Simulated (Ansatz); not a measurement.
# Response to strain in Ga2Cu

Take Ga$_{2}$Cu (space group P4/mmm, No. 123; a = 2.803 Å, c = 5.742 Å; relaxed with 0.1 eV smearing) as the base. Axes: x, y, z lie along a, b, c of the conventional cell.

Strains are applied to the cell and any free atomic positions relax; under biaxial strain the out-of-plane vector relaxes too.

The values are results of Ansatz (a first-principles code), PBEsol, PAW, cutoff 420 eV, spin-orbit coupling left out, not measurements.

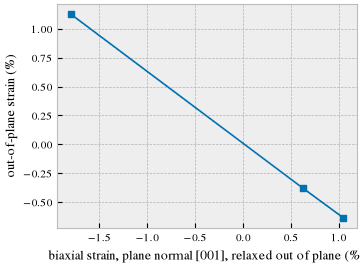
*Out-of-plane strain against biaxial strain, plane normal [001], relaxed out of plane*

Question: From the plot, what is the out-of-plane strain for biaxial strain +1.05 %, plane normal [001], relaxed out of plane?

Answer: About -0.6 %.

Question: Is the trend monotonic over the range shown?

Answer: Yes, it falls throughout, spanning -0.64 % to +1.13 %.

Stability against distortions was not tested. All final runs are without spin polarisation.
